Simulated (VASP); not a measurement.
Band structure of Mg$_{2}$Si (antifluorite). Calculation: PBE GGA with D4 dispersion, VASP's PBE PAW potentials (set 64) (plane waves; VASP).

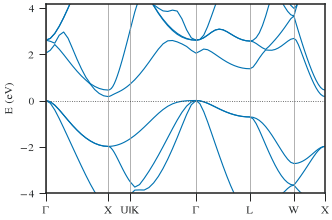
Bands along high-symmetry lines, zero at the valence-band maximum or, without a gap, the Fermi level

**Question.** Read the plot: is there a gap, and where are the band edges?

**Answer.** The gap is indirect, 0.17 eV, from the valence maximum at Γ to the conduction minimum at X. (Edges off the drawn lines would not show.)

Measured: gap 0.77 eV (computed value off by -0.60 eV), as given by Byungki Ryu et al., Journal of the Korean Physical Society (2019), arXiv:1905.06140.

The compound is Mg2Si in the antifluorite structure. It was relaxed first.
